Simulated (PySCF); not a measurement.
The calculation's input:

```
{"job": {"kind": "nmr", "xc": "PBE0", "basis": "pcSseg-1", "pop": false}, "charge": 0, "multiplicity": 1}
C     -1.410058    -1.486889    -0.737603
C     -0.524334    -0.472091    -0.082431
C     -0.865056     0.123594     1.123316
C     -0.040075     1.064915     1.712453
C      1.145883     1.430482     1.102766
C      1.495096     0.844147    -0.101932
Cl     2.968032     1.296068    -0.886474
C      0.673306    -0.107102    -0.702975
O      1.068291    -0.724620    -1.868085
H     -0.809057    -2.286541    -1.165085
H     -1.978586    -1.025044    -1.546092
H     -2.111547    -1.905859    -0.021834
H     -1.789293    -0.158403     1.605535
H     -0.319292     1.516458     2.651953
H      1.798744     2.163175     1.549437
H      0.697945    -0.272289    -2.632949
```

Run with:

```sh
OMP_NUM_THREADS=1 python ens_run.py task.json out
```

Geometry: GFN2-xTB; a saddle point, not a minimum.

These are results of PBE0/pcSseg-1, SCF density, gas phase, non-relativistic in PySCF, not measurements.

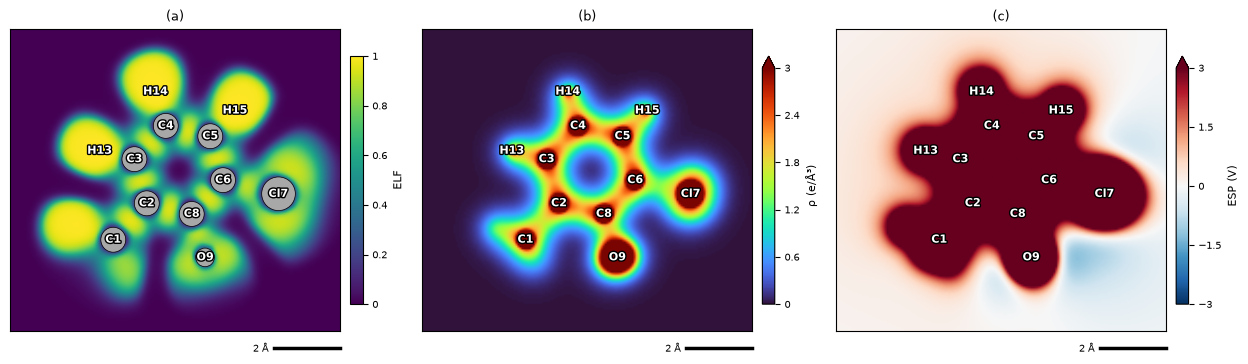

C₇H₇ClO. (a) electron localisation function; (b) electron density; (c) electrostatic potential on the plane of atoms C6, C5 and H15. Grey discs cover the atomic cores in the ELF map.

> Read the bonding off the picture.

The plane passes through C, Cl, O and H nuclei. C–O (1.38 Å): the density is about 2.2 e/Å³ at the midpoint, with its minimum of 1.9 e/Å³ about 0.5 Å from C; the ELF peaks at about 0.90 between the atoms: a shared but strongly polarised pair. C–C (1.38 Å): ρ is about 2.1 e/Å³ halfway; the ELF peaks at about 0.95 between the atoms, as expected for localised, covalent bonding. C–Cl (1.73 Å): the density is about 1.5 e/Å³ at the midpoint; the ELF peaks at about 0.90 between the atoms, as expected for localised, covalent bonding. C–C (1.50 Å): ρ at the midpoint is about 1.7 e/Å³; the ELF peaks at about 0.95 between the atoms, as expected for a shared electron pair. C–H (1.08 Å): the density is about 2 e/Å³ at the midpoint; the ELF climbs to about 1 towards the hydrogen, as it does in any bond to H; a covalent bond by its length. The ELF also peaks beside Cl7, away from the bonds: lone-pair regions. Outside the dense part of the molecule the potential is most negative (−1.2 V) near O9.
